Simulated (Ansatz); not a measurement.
**CH₄ClNOSi: density, localisation and related maps**

Input file:

```
crystal:
  periodic: [false, false, false]
  atoms:
    - { symbol: "N", position_ang: [-0.9897, 0.2818, 1.3578] }
    - { symbol: C, position_ang: [0.0516, 0.5894, 0.706] }
    - { symbol: Cl, position_ang: [1.0534, 1.8003, 1.3155] }
    - { symbol: Si, position_ang: [0.5744, -0.3171, -0.8739] }
    - { symbol: O, position_ang: [-0.6475, -1.4698, -1.3123] }
    - { symbol: H, position_ang: [-1.0723, 0.9606, 2.1669] }
    - { symbol: H, position_ang: [1.8253, -1.0346, -0.7258] }
    - { symbol: H, position_ang: [0.6867, 0.626, -2.0209] }
    - { symbol: H, position_ang: [-1.3934, -1.4829, -0.6304] }
basis:
  gaussian: { orbitals: def2-SVP }
hamiltonian:
  xc: pbe
relax:
  f_tol: 0.02
  max_steps: 50
output:
  orbitals: {}
```

Command:

```sh
ansatz run input.yaml --threads 2 --pin off --max-ram 3072MiB --backend cpu --events-out ev --progress --plain --runs-dir out
```

The fields are those of the relaxed geometry.

These are results of Ansatz 0.2.0, RKS PBE/def2-SVP, not measurements.

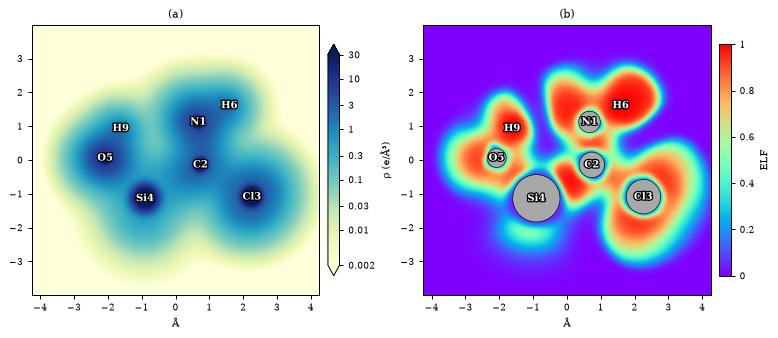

Figure 1. (a) total electron density; (b) electron localisation function on the plane of atoms C2, Si4 and O5. Grey discs cover the atomic cores in the ELF map.

Describe what can be read from this map.

Answer. Atoms in the plane: N, C, Cl, Si, O and H.
C–N (1.27 Å): ρ at the midpoint is about 2.8 e/Å³; the ELF peaks at about 0.90 between the atoms (a multiple bond).
Si–O (1.67 Å): ρ is about 1.1 e/Å³ halfway; the ELF peaks at about 0.85 between the atoms; a shared but strongly polarised pair.
C–Cl (1.79 Å): the density is about 1.3 e/Å³ at the midpoint; the ELF peaks at about 0.85 between the atoms (a covalent bond).
C–Si (1.92 Å): ρ is about 0.9 e/Å³ halfway; the ELF peaks at about 1 between the atoms (a shared electron pair).
O–H (0.98 Å): ρ at the midpoint is about 3.5 e/Å³; the ELF climbs to about 1 towards the hydrogen, as it does in any bond to H (a covalent bond by its length).
The ELF also peaks beside Cl3, O5 and N1, away from the bonds: lone-pair regions.

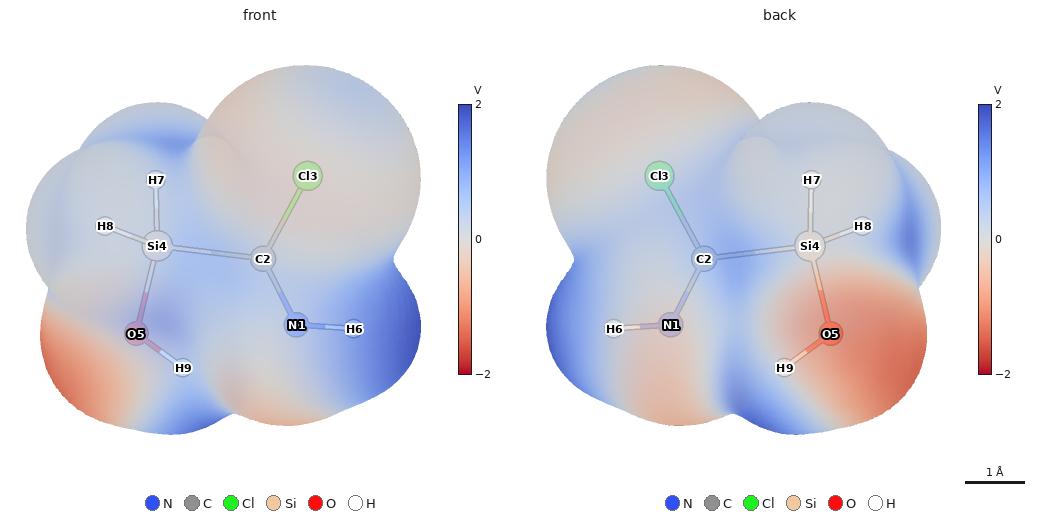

Figure 2. The molecular electrostatic potential painted on the density surface at 0.002 e/bohr³, seen from the front and from behind; red is negative and blue positive.

Which sites attract a positive test charge, and which a negative one?

Answer. A positive charge is drawn to the negative regions and a negative charge to the positive ones. The most negative region (about −1.4 V) lies over O5, the most positive (about +1.9 V) over H6. Cl3 shows a σ-hole: about +0.4 V at the tip opposite its bond, against about −0.1 V on its flanks. O5 is the likeliest acceptor of a hydrogen bond.

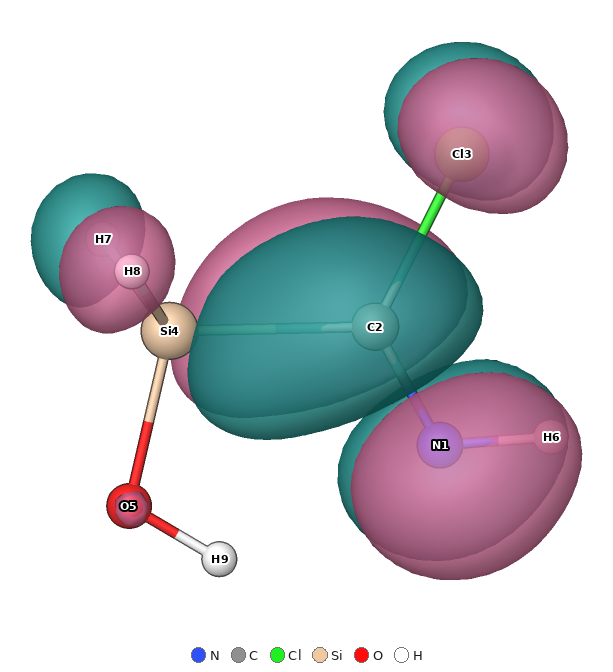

Figure 3. The LUMO at ±0.08 Å⁻³ᐟ² (teal and pink are the two phases), seen across its widest extent.

Describe this orbital and give its energy.

Answer. It lies mainly on C2 (about 35 %), N1 (about 35 %) and Cl3 (about 10 %); π-antibonding (π*) across C2–N1. Its energy is −2.19 eV.
